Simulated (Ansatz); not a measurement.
# MgHF (built on the sites of a database entry of BaHI): following an unstable mode, part 2 of 2

Which phase does MgHF (built on the sites of a database entry of BaHI) fall into along its unstable mode, and how much energy does it gain?

Ansatz 0.2.0; DFT PBEsol, scalar-relativistic, plane waves, PAW.

So far, highest frequency on the path or at a solved wavevector (cm⁻¹): step 2 (phonons on a q mesh) 1415. Also lowest frequency on the path (cm⁻¹): step 2 -221.

The structure was built from a prototype and need not be the compound's stable phase.

### 4. The mode frozen in, largest atomic shift 0.32 Å

The atoms are moved along the unstable eigenvector, the largest shift by 0.32 Å, with the cell fixed.

Contents of input.yaml:

```yaml
crystal:
  lattice:
    - [-3.2471482844, -3.2471482844, 0.0]
    - [-3.2471482844, 3.2471482844, 0.0]
    - [-3.2471482844, 0.0, -5.0382183931]
  atoms:
    - { symbol: Mg, position: [0.3621666355, 0.8882812546, 0.7756667291] }
    - { symbol: Mg, position: [0.8621666355, 0.3360520164, 0.7756667291] }
    - { symbol: Mg, position: [0.6378333645, 0.6639479836, 0.2243332709] }
    - { symbol: Mg, position: [0.1378333645, 0.1117187454, 0.2243332709] }
    - { symbol: H, position: [0.0, 0.0, 1.0] }
    - { symbol: H, position: [0.5, 0.5, 1.0] }
    - { symbol: H, position: [0.0, 0.5, 1.0] }
    - { symbol: H, position: [0.5, 0.0, 1.0] }
    - { symbol: F, position: [0.0584430539, 0.6281270197, 0.3831138923] }
    - { symbol: F, position: [0.5584430539, -0.0112409119, 0.3831138923] }
    - { symbol: F, position: [0.4415569461, 0.3718729803, 0.6168861077] }
    - { symbol: F, position: [0.9415569461, 1.0112409119, 0.6168861077] }
kpoints:
  mp_grid: { grid: [6, 6, 6] }
hamiltonian:
  xc: pbesol
scf:
  occupations: { method: gaussian, width: 0.02 }
output:
  forces: true
  stress: true
  eigenvalues: true
```

Run with:

```
$ ansatz run input.yaml --threads 8 --pin off --max-ram 14336MiB --backend cpu --events-out ev --progress --plain --runs-dir out
```

Numbers of over 12 decimals in the logs are rounded to 6 here.

The log of the run:

```text
[...]
Crystal: 12 atoms, lattice volume = 106.246 Å³
Basis set: ecut = 420 eV, 2073 PW (Γ), exchange–correlation on 64×64×90 points (8 copies of the dense FFT grid, shifted against one another)
Bands: 48, of which v1, the nominal top of the filled ones, is band 36 counted from 1 (35 counted from 0)
Symmetry: 8 space group operations
[...]
k-points: 46 of 216
[...]
k-point 0: bands = [... 32 lower, 2.4266, 4.3480, 4.3962, 7.3417, 10.5350, 10.7112, 10.8800, 11.8322, ... 5 higher]
  k-point 1: bands = [... 32 lower, 2.4215, 4.3119, 4.3451, 7.3341, 9.8754, 10.3803, 10.5130, 12.8672, ... 5 higher]
  k-point 2: bands = [... 32 lower, 2.4406, 4.2293, 4.2395, 7.3220, 8.7797, 10.1053, 10.1637, 14.1217, ... 5 higher]
  k-point 45: bands = [... 32 lower, 3.4625, 3.4625, 3.7296, 3.7296, 11.8194, 11.8194, 13.6880, 13.6880, ... 5 higher]
[key lines of the parts left out:]
SCF converged after 7 iterations
Free energy (F): -10921.542540 eV
Fermi energy:    7.830809 eV
P = ⅓ Tr σ = 2.4139 GPa (24.139 kbar)
```

Run time: 0.62 s. Hardware: 8 threads of AMD EPYC 9R45, shared host; peak memory 0.66 GiB; 4 s of CPU time.

This step gave:

* pressure: 2.414 GPa
* gap on the k-mesh: 0.9783 eV
* energy from the undistorted cell: -13.48 meV/atom

The energy, extrapolated to zero smearing, is -13.48 meV/atom against the undistorted cell.

The run ends at a pressure of 2.41 GPa, with forces up to 0.52 eV/Å.

### 5. Energy along the mode, all amplitudes (two of the runs are shown above)

An imaginary frequency means negative curvature, so the energy should fall and then rise again as anharmonic terms take over.

This step gave:

```
depth at the lowest point sampled  : 13.48 meV/atom
largest atomic shift at that point : 0.32 Å
```

The energy from the parent by largest atomic shift:

| largest atomic shift (Å) | energy from the parent (meV/atom) |
| --- | --- |
| 0.000 | 0 |
| 0.040 | -0.541 |
| 0.080 | -2.10 |
| 0.140 | -5.94 |
| 0.220 | -11.9 |
| 0.320 | -13.5 |
| 0.450 | 20.0 |

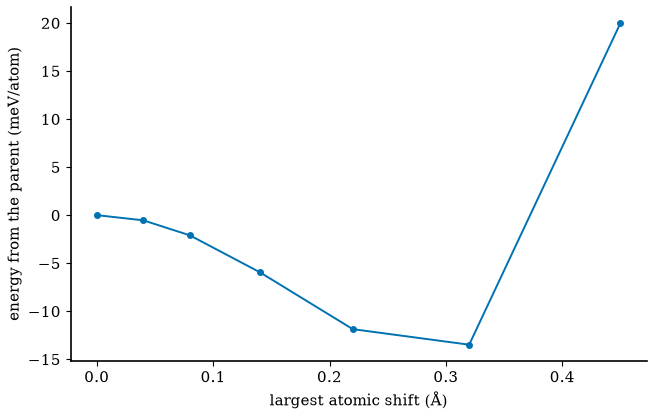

Energy from the parent against largest atomic shift.

Displacement at unit largest shift by atom:

| atom | x (Å) | y (Å) | z (Å) | size |
| --- | --- | --- | --- | --- |
| Mg1 | -0.265 | 0.265 | 0.000 | 0.375 |
| Mg2 | 0.265 | -0.265 | 0.000 | 0.375 |
| Mg3 | -0.265 | 0.265 | 0.000 | 0.375 |
| Mg4 | 0.265 | -0.265 | 0.000 | 0.375 |
| H5 | 0.000 | 0.000 | 0.000 | 0.000 |
| H6 | 0.000 | 0.000 | 0.000 | 0.000 |
| H7 | 0.000 | 0.000 | 0.000 | 0.000 |
| H8 | 0.000 | 0.000 | 0.000 | 0.000 |
| F9 | -0.707 | 0.707 | 0.000 | 1.000 |
| F10 | 0.707 | -0.707 | 0.000 | 1.000 |
| F11 | 0.707 | -0.707 | 0.000 | 1.000 |
| F12 | -0.707 | 0.707 | 0.000 | 1.000 |

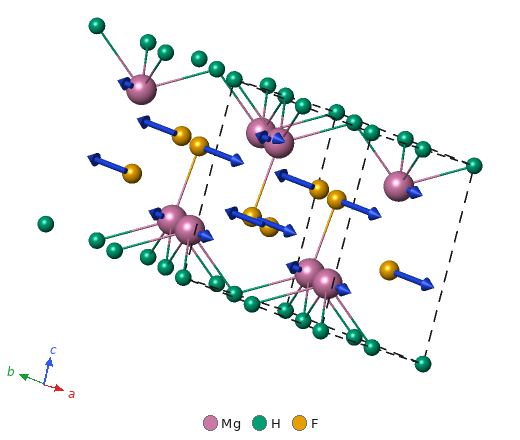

Displacement at unit largest shift as arrows, the longest 1.000 Å. Bonds to atoms that aren't drawn are left out. 1×2×1 cells are drawn. Some periodic images of atoms are drawn too.

The lowest of the steps tried is at 0.32 Å, 13.5 meV/atom below the parent; the bottom of the well need not coincide with a step.

### 6. Relaxation from the frozen mode

Starting from the lowest point found, all atoms and the cell are let go, so that strain and other modes of the same symmetry can join in.

Changes to input.yaml since step 4:

```diff
@@ -23,3 +23,3 @@
 scf:
-  occupations: { method: gaussian, width: 0.02 }
+  occupations: { method: fixed }
 output:
@@ -28 +28,6 @@
   eigenvalues: true
+relax:
+  adjacent_minimum: "off"
+  f_tol: 0.002
+  max_steps: 120
+  cell: { stress_tol: 0.03 }
```

The log of the run:

```text
[...]
Crystal: 12 atoms, lattice volume = 106.246 Å³
Basis set: ecut = 420 eV, 2073 PW (Γ), exchange–correlation on 64×64×90 points (8 copies of the dense FFT grid, shifted against one another)
Bands: 48, of which v1, the nominal top of the filled ones, is band 36 counted from 1 (35 counted from 0)
Symmetry: 8 space group operations
[...]
k-points: 46 of 216
[...]
SCF iter   1: F=—  HF=-10921.575284 eV  |F-HF|=—  |Δ(HF+E_count)|=         —  Δρ=1.31e-2  dr2=1.03e-1  ethr=1.77e-3  ⟨swp⟩=4.9  Hψ=8057  notcnv=0  defer=437
[...]
SCF iter   7: F=-10921.542540 eV  HF=-10921.542540 eV  |F-HF|=9.64e-11  |Δ(HF+E_count)|=   1.88e-8  Δρ=1.71e-6  dr2=3.68e-9  ethr=1.39e-10  ⟨swp⟩=13.3  Hψ=13472  notcnv=0
SCF 1 converged in 7 iterations: F = -10921.542540 eV  dr2 = 3.68e-9
[...]
relax step   1: F+E_penalty+E_count = -10921.54254045 eV  Δ(F+E_penalty+E_count) = +0.000e0 eV  max|allowed force component| = 5.125e-1 eV/Å  Δτ_max = 0.0000 Å  P = +2.414 GPa  Ω = 106.246 Å³  (7 SCF iters, dr2 threshold 1.00e-7 eV, accepted)
Crystal: 12 atoms, lattice volume = 109.745 Å³
Basis set: ecut = 420 eV, 2129 PW (Γ), exchange–correlation on 64×64×90 points (8 copies of the dense FFT grid, shifted against one another)
[...]
iter 1 solved again at ethr=1.75e-4 eV; its pass at ethr=3.10e-3 eV (dr2=1.26e-1 eV) is discarded
[...]
SCF iter   6: F=-10921.677142 eV  HF=-10921.677142 eV  |F-HF|=4.64e-7  |Δ(HF+E_count)|=   3.72e-6  Δρ=2.75e-5  dr2=6.04e-7  ethr=1.67e-9  ⟨swp⟩=9.8  Hψ=13378  notcnv=0
SCF 2 converged in 6 iterations: F = -10921.677142 eV  dr2 = 6.04e-7
relax step   2: F+E_penalty+E_count = -10921.67714182 eV  Δ(F+E_penalty+E_count) = -1.346e-1 eV  max|allowed force component| = 3.712e-1 eV/Å  Δτ_max = 0.0825 Å  P = +0.003 GPa  Ω = 109.745 Å³  energy of the carried Pulay correction = -1.195e-2 eV  (6 SCF iters, dr2 threshold 1.20e-6 eV, accepted)
Crystal: 12 atoms, lattice volume = 113.826 Å³
Basis set: ecut = 420 eV, 2223 PW (Γ), exchange–correlation on 64×64×90 points (8 copies of the dense FFT grid, shifted against one another)
[...]
SCF iter   6: F=-10921.754710 eV  HF=-10921.754710 eV  |F-HF|=2.93e-8  |Δ(HF+E_count)|=   3.38e-7  Δρ=1.80e-5  dr2=2.20e-7  ethr=1.67e-9  ⟨swp⟩=9.6  Hψ=13365  notcnv=0
SCF 3 converged in 6 iterations: F = -10921.754710 eV  dr2 = 2.20e-7
[...]
relax step   3: F+E_penalty+E_count = -10921.75470978 eV  Δ(F+E_penalty+E_count) = -7.757e-2 eV  max|allowed force component| = 3.085e-1 eV/Å  Δτ_max = 0.0750 Å  P = -1.887 GPa  Ω = 113.826 Å³  energy of the carried Pulay correction = -2.540e-2 eV  (6 SCF iters, dr2 threshold 1.20e-6 eV, accepted)
[... from here on, the SCF cycles and remarks between the steps are left out ...]
relax step   4: F+E_penalty+E_count = -10921.80832968 eV  Δ(F+E_penalty+E_count) = -5.362e-2 eV  max|allowed force component| = 1.072e-1 eV/Å  Δτ_max = 0.0466 Å  P = -0.662 GPa  Ω = 113.551 Å³  energy of the carried Pulay correction = -2.451e-2 eV  (6 SCF iters, dr2 threshold 1.20e-6 eV, accepted)
relax step   5: F+E_penalty+E_count = -10921.82133892 eV  Δ(F+E_penalty+E_count) = -1.301e-2 eV  max|allowed force component| = 5.100e-2 eV/Å  Δτ_max = 0.0285 Å  P = +0.059 GPa  Ω = 113.909 Å³  energy of the carried Pulay correction = -2.567e-2 eV  (5 SCF iters, dr2 threshold 1.20e-6 eV, accepted)
relax step   6: F+E_penalty+E_count = -10921.82129681 eV  Δ(F+E_penalty+E_count) = +4.211e-5 eV  max|allowed force component| = 3.502e-2 eV/Å  Δτ_max = 0.0165 Å  P = -0.015 GPa  Ω = 114.335 Å³  energy of the carried Pulay correction = -2.704e-2 eV  (6 SCF iters, dr2 threshold 4.36e-7 eV, accepted)
relax step   7: F+E_penalty+E_count = -10921.82227772 eV  Δ(F+E_penalty+E_count) = -9.809e-4 eV  max|allowed force component| = 2.164e-3 eV/Å  Δτ_max = 0.0051 Å  P = +0.000 GPa  Ω = 114.219 Å³  energy of the carried Pulay correction = -2.667e-2 eV  (5 SCF iters, dr2 threshold 1.71e-7 eV, accepted)
relax step   8: F+E_penalty+E_count = -10921.82231951 eV  Δ(F+E_penalty+E_count) = -4.179e-5 eV  max|allowed force component| = 2.895e-3 eV/Å  Δτ_max = 0.0004 Å  P = -0.002 GPa  Ω = 114.206 Å³  energy of the carried Pulay correction = -2.663e-2 eV  (6 SCF iters, dr2 threshold 2.93e-10 eV, accepted)
relax step   9: F+E_penalty+E_count = -10921.82230775 eV  Δ(F+E_penalty+E_count) = +1.176e-5 eV  max|allowed force component| = 8.372e-4 eV/Å  Δτ_max = 0.0004 Å  P = -0.002 GPa  Ω = 114.211 Å³  energy of the carried Pulay correction = -2.664e-2 eV  (5 SCF iters, dr2 threshold 5.24e-10 eV, accepted)
relax step  10: F+E_penalty+E_count = -10921.88995794 eV  Δ(F+E_penalty+E_count) = -6.765e-2 eV  max|allowed force component| = 2.793e-3 eV/Å  Δτ_max = 0.0000 Å  P = +0.908 GPa  Ω = 114.211 Å³  stress off target by 1.74e0 GPa  SCF on the basis re-selected at this cell (its energy is not comparable with the rows above)  (7 SCF iters)
relax step  11: F+E_penalty+E_count = -10921.89559683 eV  Δ(F+E_penalty+E_count) = -5.639e-3 eV  max|allowed force component| = 2.000e-2 eV/Å  Δτ_max = 0.0202 Å  P = +0.530 GPa  Ω = 115.398 Å³  energy of the carried Pulay correction = -4.074e-3 eV  (6 SCF iters, dr2 threshold 1.20e-6 eV, accepted)
relax step  12: F+E_penalty+E_count = -10921.89408026 eV  Δ(F+E_penalty+E_count) = +1.517e-3 eV  max|allowed force component| = 1.334e-2 eV/Å  Δτ_max = 0.0135 Å  P = +0.058 GPa  Ω = 116.402 Å³  energy of the carried Pulay correction = -7.700e-3 eV  (5 SCF iters, dr2 threshold 7.42e-7 eV, accepted)
relax step  13: F+E_penalty+E_count = -10921.89351006 eV  Δ(F+E_penalty+E_count) = +5.702e-4 eV  max|allowed force component| = 1.962e-2 eV/Å  Δτ_max = 0.0028 Å  P = +0.026 GPa  Ω = 116.574 Å³  energy of the carried Pulay correction = -8.365e-3 eV  (5 SCF iters, dr2 threshold 9.48e-8 eV, accepted)
relax step  14: F+E_penalty+E_count = -10921.89334630 eV  Δ(F+E_penalty+E_count) = +1.638e-4 eV  max|allowed force component| = 2.216e-3 eV/Å  Δτ_max = 0.0022 Å  P = -0.017 GPa  Ω = 116.648 Å³  energy of the carried Pulay correction = -8.643e-3 eV  (5 SCF iters, dr2 threshold 2.41e-8 eV, accepted)
relax step  15: F+E_penalty+E_count = -10921.89341097 eV  Δ(F+E_penalty+E_count) = -6.467e-5 eV  max|allowed force component| = 2.468e-4 eV/Å  Δτ_max = 0.0003 Å  P = -0.002 GPa  Ω = 116.631 Å³  energy of the carried Pulay correction = -8.582e-3 eV  (5 SCF iters, dr2 threshold 3.68e-9 eV, accepted)
relax step  16: F+E_penalty+E_count = -10921.90269568 eV  Δ(F+E_penalty+E_count) = -9.285e-3 eV  max|allowed force component| = 3.681e-4 eV/Å  Δτ_max = 0.0000 Å  P = +0.035 GPa  Ω = 116.631 Å³  stress off target by 9.36e-2 GPa  SCF on the basis re-selected at this cell (its energy is not comparable with the rows above)  (6 SCF iters)
relax step  17: F+E_penalty+E_count = -10921.90227753 eV  Δ(F+E_penalty+E_count) = +4.182e-4 eV  max|allowed force component| = 9.273e-4 eV/Å  Δτ_max = 0.0027 Å  P = +0.003 GPa  Ω = 116.787 Å³  energy of the carried Pulay correction = -5.061e-4 eV  (5 SCF iters, dr2 threshold 2.19e-8 eV, accepted)
[...]
SCF iter   5: F=-10921.902817 eV  HF=-10921.902817 eV  |F-HF|=1.64e-11  |Δ(HF+E_count)|=   1.38e-9  Δρ=1.50e-7  dr2=3.36e-11  ethr=1.00e-12  ⟨swp⟩=11.8  Hψ=14039  notcnv=0
SCF 18 converged in 5 iterations: F = -10921.902817 eV  dr2 = 3.36e-11
relax step  18: F+E_penalty+E_count = -10921.90281726 eV  Δ(F+E_penalty+E_count) = -5.397e-4 eV  max|allowed force component| = 1.001e-3 eV/Å  Δτ_max = 0.0000 Å  P = +0.005 GPa  Ω = 116.787 Å³  stress off target by 1.46e-2 GPa  SCF on the basis re-selected at this cell (its energy is not comparable with the rows above)  (5 SCF iters)
[...]
SCF converged after 5 iterations
Free energy (F): -10921.902817 eV
[...]
Internal energy: -10921.902817 eV  (E = F + TS)
E sigma→0 (E₀):  -10921.902817 eV
Fermi energy:    5.799428 eV
[...]
--- Forces (eV/Å), atoms counted from 1 ---
  atom   1  Mg     0.00062474    -0.00062474    -0.00100128
  atom   2  Mg    -0.00062474     0.00062474    -0.00100128
  atom   3  Mg     0.00062474    -0.00062474     0.00100128
  atom   4  Mg    -0.00062474     0.00062474     0.00100128
  atom   5  H      0.00000000     0.00000000    -0.00000000
  atom   6  H     -0.00000000    -0.00000000     0.00000000
  atom   7  H      0.00000000     0.00000000    -0.00000000
  atom   8  H     -0.00000000     0.00000000     0.00000000
  atom   9  F     -0.00002104     0.00002104     0.00007674
  atom  10  F      0.00002104    -0.00002104     0.00007674
  atom  11  F      0.00002104    -0.00002104    -0.00007674
  atom  12  F     -0.00002104     0.00002104    -0.00007674
  max |Σ_I F_I| component: 8.67e-19 eV/Å
--- Stress (GPa, compression-positive) ---
        0.011184       0.003413       0.000000
        0.003413       0.011184      -0.000000
        0.000000      -0.000000      -0.007056
  P = ⅓ Tr σ = 0.0051 GPa (0.051 kbar)
--- Band table (eV; the first three rows and the last of 46) ---
  k-point 0: bands = [... 32 lower, 1.8623, 2.9577, 3.0361, 5.7994, 8.3278, 9.3900, 10.2308, 11.4517, ... 8 higher]
  k-point 1: bands = [... 32 lower, 1.8596, 2.8819, 3.0708, 5.7590, 8.2416, 9.1876, 9.2369, 12.3927, ... 8 higher]
  k-point 2: bands = [... 32 lower, 1.8540, 2.7300, 3.1402, 5.6821, 8.0832, 8.0842, 8.8251, 12.3823, ... 8 higher]
  k-point 45: bands = [... 32 lower, 2.2485, 2.2485, 2.5706, 2.5706, 10.8160, 10.8160, 12.5168, 12.5168, ... 8 higher]
--- Relaxed structure (15 steps of the walk, 15 accepted, 3 SCFs on fresh bases) ---
  F+E_penalty+E_count = -10921.90281726 eV   max|allowed force component| = 1.001e-3 eV/Å   (the final SCF, on the basis selected at the relaxed cell)
  cell:  # Å, volume = 116.7869 Å³
    - [-3.372238, -3.372238, 0.0]
    - [-3.546577, 3.546577, 0.0]
    - [-3.459407, 0.087170, -4.882437]
  atoms:
    - { symbol: Mg, position: [0.361742, 0.890670, 0.776516] }
    - { symbol: Mg, position: [0.861742, 0.332814, 0.776516] }
    - { symbol: Mg, position: [0.638258, 0.667186, 0.223484] }
    - { symbol: Mg, position: [0.138258, 0.109330, 0.223484] }
    - { symbol: H, position: [-5.551115123125783e-17, 0.0, 1.0] }
    - { symbol: H, position: [0.500000, 0.5, 1.0] }
    - { symbol: H, position: [0.0, 0.5, 1.0] }
    - { symbol: H, position: [0.5, -5.551115123125783e-17, 1.0] }
    - { symbol: F, position: [0.042132, 0.661036, 0.415735] }
    - { symbol: F, position: [0.542132, -0.076771, 0.415735] }
    - { symbol: F, position: [0.457868, 0.338964, 0.584265] }
    - { symbol: F, position: [0.957868, 1.076771, 0.584265] }
```

Wall time 10 s (8 threads); peak memory 0.72 GiB.

The steps of the relaxation:

```
step  energy less that of the first step (eV)  largest force component (eV/Å)  pressure (GPa)  volume (Å³)
   1                                   0.0000                          0.5125            2.41       106.25
   2                                  -0.1346                          0.3712            0.00       109.74
   3                                  -0.2122                          0.3085           -1.89       113.83
   4                                  -0.2658                          0.1072           -0.66       113.55
   5                                  -0.2788                          0.0510            0.06       113.91
   6                                  -0.2788                          0.0350           -0.02       114.33
   7                                  -0.2797                          0.0022            0.00       114.22
   8                                  -0.2798                          0.0029            0.00       114.21
   9                                  -0.2798                          0.0008            0.00       114.21
 10*                                  -0.3474                          0.0028            0.91       114.21
  11                                  -0.3531                          0.0200            0.53       115.40
  12                                  -0.3515                          0.0133            0.06       116.40
  13                                  -0.3510                          0.0196            0.03       116.57
  14                                  -0.3508                          0.0022           -0.02       116.65
  15                                  -0.3509                          0.0002            0.00       116.63
 16*                                  -0.3602                          0.0004            0.04       116.63
  17                                  -0.3597                          0.0009            0.00       116.79
 18*                                  -0.3603                          0.0010            0.01       116.79
```

Relaxation steps marked * repeat the geometry before them on a plane-wave basis chosen anew for their cell, so energy and pressure can jump there.

The run keeps the 8 symmetry operations that it works with, so distortions that break them were not tested.

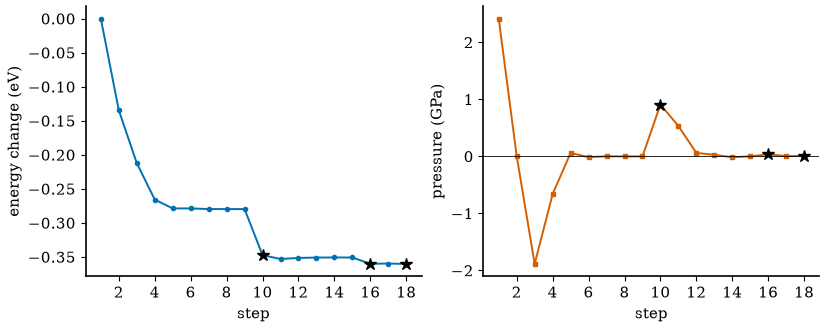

Energy and pressure along the relaxation. Stars mark steps on a basis chosen anew.

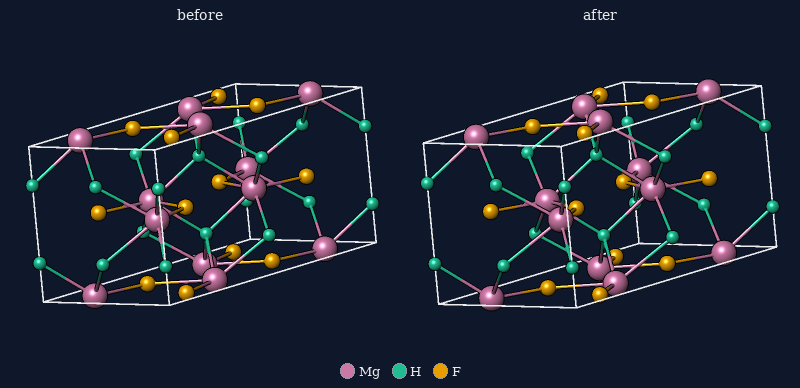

Before and after, at one scale.

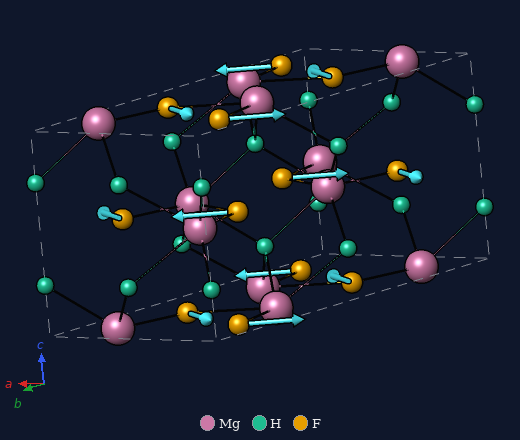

Displacements in the relaxation, exaggerated, measured against the changing cell; the longest in the cell stands for 0.29 Å. Some periodic images of atoms are drawn too.

| conventional cell, symmetrised | before | after | change |
| --- | --- | --- | --- |
| a (Å) | 4.592 | 5.016 | +9.2 % |
| b (Å) | 10.076 | 9.765 | -3.1 % |
| c (Å) | 4.592 | 4.769 | +3.9 % |
| volume (Å³/atom) | 8.85 | 9.73 | +9.9 % |

The atoms that moved most (Å, as changes of fractional coordinates times the final cell):

```csv
atom,dx,dy,dz,length
F11,0.175,-0.175,0.159,0.294
F9,-0.175,0.175,-0.159,0.294
F10,0.175,-0.175,-0.159,0.294
F12,-0.175,0.175,0.159,0.294
Mg4,0.010,-0.010,0.004,0.015
Mg2,0.010,-0.010,-0.004,0.015
Mg1,-0.010,0.010,-0.004,0.015
Mg3,-0.010,0.010,0.004,0.015
```

Final coordinates:

```xyz
12
Lattice="-3.3722 -3.3722 0.0000 -3.5466 3.5466 0.0000 -3.4594 0.0872 -4.8824" Properties=species:S:1:pos:R:3 pbc="T T T"
Mg   -7.0650    2.0066   -3.7913
Mg   -6.7726   -1.6580   -3.7913
Mg   -5.2917    0.2333   -1.0911
Mg   -1.6271   -0.0590   -1.0911
H    -3.4594    0.0872   -4.8824
H    -6.9188    0.1743   -4.8824
H    -5.2327    1.8605   -4.8824
H    -5.1455   -1.5989   -4.8824
F    -3.9247    2.2386   -2.0298
F    -2.9941   -2.0642   -2.0298
F    -4.7674   -0.2909   -2.8526
F    -9.0702    0.6396   -2.8526
```

This step gave:

| Item | Value |
| --- | --- |
| pressure | 0.005104 GPa |
| gap on the k-mesh | 1.794 eV |
| volume per atom | 9.732 Å³ |

The distorted start has space group Ibam; the relaxation ends in Ibam.

### 7. Outcome

```
unstable mode of the parent                                                      : q = (-0.5, -0.5, -0.5), 158i cm⁻¹
depth at the lowest point sampled                                                : 13.5 meV/atom
largest atomic shift at that point                                               : 0.32 Å
space group reached (within 0.01 Å)                                              : Ibam
energy gained over the parent (first relaxation, on the mesh of the frozen mode) : 43.5 meV/atom
volume per atom, phase reached                                                   : 9.73 Å³
gap on the k-mesh, phase reached                                                 : 1.79 eV
```

What this shows: Along this mode the structure falls into Ibam, 43.5 meV/atom below the parent. At the parent's cell the well is 13.48 meV/atom deep on the steps tried, with its lowest point at a shift of 0.32 Å. Relaxing atoms and cell changes the gain by +30.02 meV/atom against the lowest step (energies at zero smearing). Most of the total comes from this relaxation. The modes of the phase reached were not computed on this path. Of the 6 patterns followed to their end from this parent, this one ends 39.3 meV/atom above the lowest, Pbcm. Each path keeps the symmetry of its pattern, so a lower phase may lie along a pattern not tried. The program warns that the interpolation holds no quadrupole term, so branches close to Γ can be off in this crystal. The starting cell was built on a prototype and not taken from a measurement, so the phase need not exist.

[Logs are printed without paths, hosts, clocks, repeated set-up lines and the standing remarks that a program may print on its own settings, such as how far it seeks lower states.]

[Hosts, paths, dates, database ids (printed as entryN), source tags and the programs' standing remarks are cut or masked in the printed files.]
